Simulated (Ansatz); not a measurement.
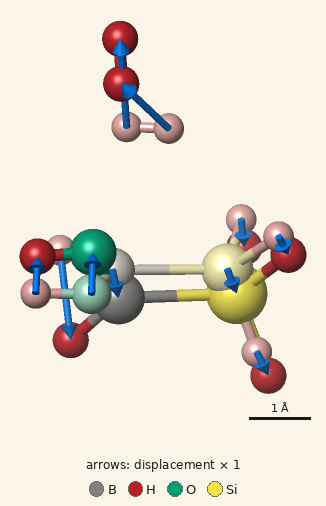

A relaxation of BSiH$_{7}$O. The starting structure is drawn faded, the final one solid; blue arrows show the displacements, at their true length. The two geometries are superimposed by the best rigid fit.

Style: ball-and-stick. Shown at a tilt.

The run prepares an end point of a later path (reaction) calculation, from a guessed geometry.

The calculation used Ansatz 0.2.0, RHF/def2-SVP.

Input file:
```yaml
crystal:
  periodic: [false, false, false]
  atoms:
    - { symbol: B, position_ang: [0.235605, 0.468967, -0.302857] }
    - { symbol: H, position_ang: [-0.50288, -0.286857, 1.850448] }
    - { symbol: O, position_ang: [1.422555, -0.13446, -0.494346] }
    - { symbol: H, position_ang: [1.373041, -0.993182, -0.888878] }
    - { symbol: H, position_ang: [-0.773014, -0.105319, -0.642342] }
    - { symbol: Si, position_ang: [0.181484, 2.282886, 0.496227] }
    - { symbol: H, position_ang: [1.125826, 2.393663, 1.641712] }
    - { symbol: H, position_ang: [0.559242, 3.329207, -0.496866] }
    - { symbol: H, position_ang: [-1.175579, 2.61504, 0.998668] }
    - { symbol: H, position_ang: [-0.224679, 0.266456, 2.198134] }
basis:
  gaussian: { orbitals: def2-SVP }
hamiltonian:
  xc: hf
relax:
  f_tol: 0.03
  max_steps: 50
```

Launched with:
```bash
ansatz run input.yaml --threads 1 --pin off --max-ram 2048MiB --backend cpu --events-out ev --progress --plain --runs-dir out
```

> Atoms of which element are displaced furthest, and by how much?

Hydrogen: up to 1.77 Å, against 0.80 Å for oxygen.

> Describe the change and its energy.

After 37 accepted moves (44 points after the start) the energy has fallen by 6.05 kcal/mol. Largest force component: 1.3 eV/Å at the start, 0.019 eV/Å at the end. The line search rejected the trial steps at points 6, 8, 16, 23, 26, 36, 37 of the run. The forces were under the threshold at step 21, but the run went on from there. The atom that moves furthest after the best rigid fit is H2 (1.77 Å). Largest moves by element: H 1.77 Å, O 0.80 Å, B 0.51 Å, Si 0.48 Å. Among the contacts that change: B1–Si6 1.983 → 2.051 Å, H2–H10 0.710 → 0.747 Å, Si6–H9 1.485 → 1.489 Å. Groups turn about B1–Si6 by about 55°. The run took 57 s on 1 thread of Arm Neoverse V2 (shared host), peak memory 0.13 GiB.

Limits of the set-up: the start holds two separate molecules, 2.4 Å apart at their closest, whose relative position is a soft coordinate and is computed without a dispersion correction; Hartree-Fock leaves out electron correlation.
